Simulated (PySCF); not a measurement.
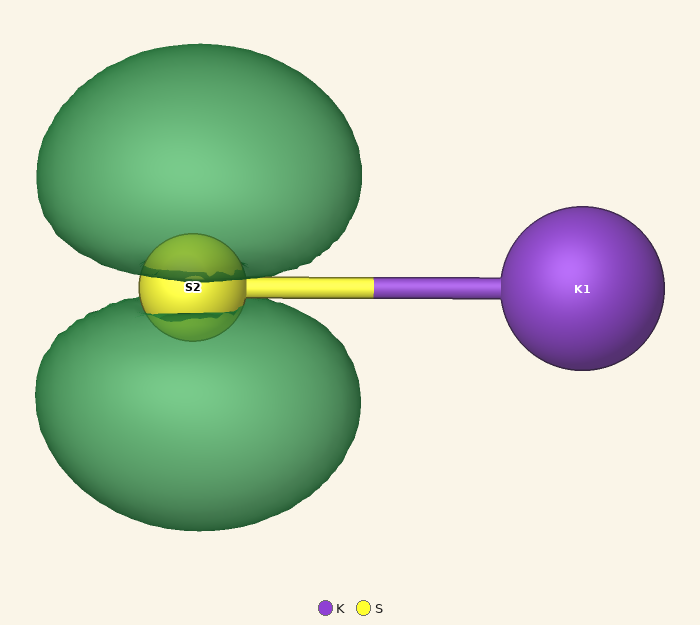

Figure. KS (doublet). Isosurfaces of the spin density at +0.02 (green) and −0.02 e/Å³ (red), seen from one side.

All numbers below come from PBE0/x2c-SVPall, spin-free X2C-1e, Gaussian nucleus, at a bond length of 2.824 Å in PySCF.

Which atoms carry the spin?

Answer. The unpaired spin (1 electron) lies mostly on S2 (about 1.0), in electrons by Hirshfeld's partition.
